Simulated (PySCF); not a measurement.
H3BF2OSi, SMILES FB(F)O[SiH3] at its B3LYP/def2-SVP optimised geometry (Å):

```
8

B     -1.3935    -0.6768     0.0000
F     -2.0632    -1.8180     0.0001
F     -2.1004     0.4485     0.0000
O     -0.0526    -0.6768     0.0000
Si     1.2082     0.4372    -0.0058
H      0.6750     1.8180    -0.1599
H      2.1004     0.0962    -1.1432
H      1.9401     0.3055     1.2807
```

Computed with B3LYP/def2-TZVP run with PySCF 2.14.0. Cells within 0.4 Å of a nucleus heavier than hydrogen are left out (blank, or x).

Map of the log10 of the electron density (e/bohr³), floored at −4 on the plane z = 0.0 Å:

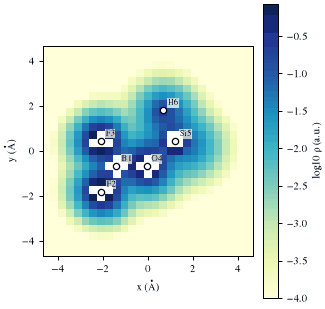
Figure. Log10 of the electron density (e/bohr³), floored at −4 on the plane z = 0.0 Å.
